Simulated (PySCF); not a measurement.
# C$_{2}$H$_{5}$FO$_{2}$Si (SMILES O[SiH2]O/C=C/F): what the fields show

```xyz
11

O    -1.9314    1.4537    0.1542
Si   -1.6562   -0.1280   -0.2443
O    -0.0905   -0.3804   -0.7799
C     1.0306   -0.2391   -0.0357
C     2.2389   -0.4237   -0.5666
F     3.3380   -0.2810    0.1730
H    -1.8703    2.1080   -0.5483
H    -2.4824   -0.5883   -1.3886
H    -1.8886   -0.8837    1.0118
H     0.9305    0.0350    1.0221
H     2.4192   -0.6958   -1.6095
```

Geometry: PBE0-D3(BJ)/def2-SVP.

Level of theory: wB97X-D/def2-SVPD, SCF density, gas phase in PySCF 2.14.0.

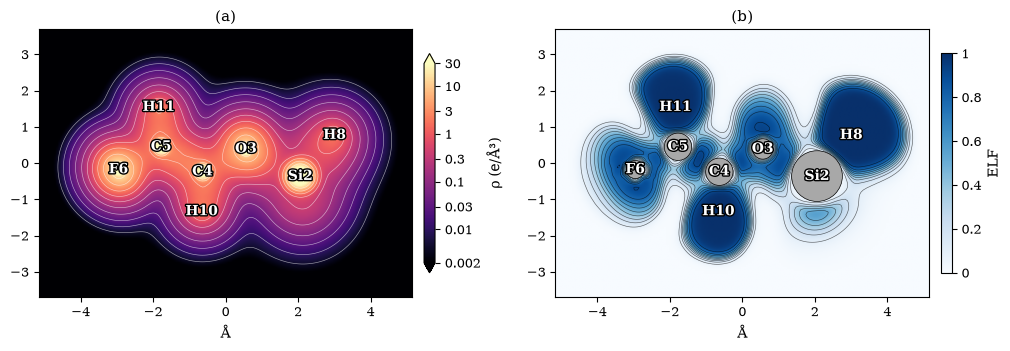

Figure 1. (a) electron density; (b) electron localisation function on the plane of atoms C5, C4 and H10. Grey discs cover the atomic cores in the ELF map.

Q: What do the fields say about this system?

A: The section cuts through Si, O, C, F and H sites.
C–F (1.33 Å): ρ at the midpoint is about 2.3 e/Å³; the ELF peaks at about 0.85 between the atoms, as expected for a polar covalent bond.
C–C (1.33 Å): the density is about 2.3 e/Å³ at the midpoint; the ELF peaks at about 0.95 between the atoms: a short, multiple covalent bond.
C–O (1.35 Å): ρ at the midpoint is about 2.3 e/Å³, with its minimum of 1.9 e/Å³ about 0.5 Å from C; the ELF peaks at about 0.90 between the atoms; a shared but strongly polarised pair.
Si–O (1.67 Å): ρ is about 1.1 e/Å³ halfway; the ELF peaks at about 0.90 between the atoms; a polar covalent bond.
C–H (1.09 Å): ρ is about 2 e/Å³ halfway; the ELF climbs to about 1 towards the hydrogen, as it does in any bond to H (an ordinary covalent bond to hydrogen).
The ELF also peaks beside F6 and O3, away from the bonds: lone-pair regions.

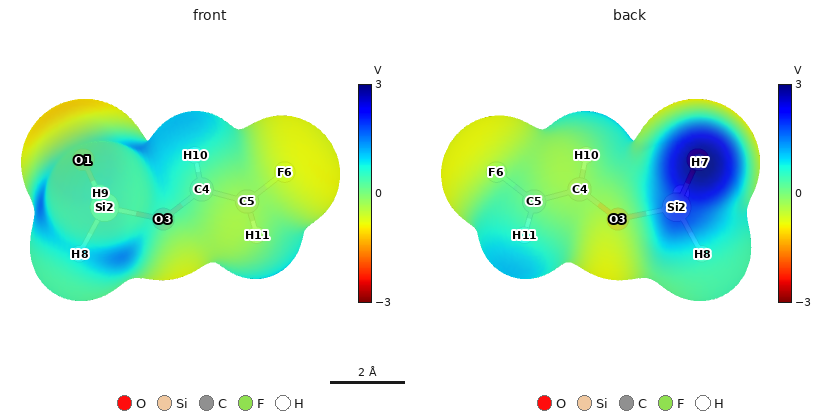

Figure 2. The electrostatic potential painted on the density surface at 0.002 e/bohr³, seen from the front and from behind; the colour scale runs from red (negative) to blue (positive).

Q: Describe the electrostatic potential map.

A: The most negative region (about −1.1 V) lies over O1, the most positive (about +2.8 V) over H7. O1 is the likeliest acceptor of a hydrogen bond.
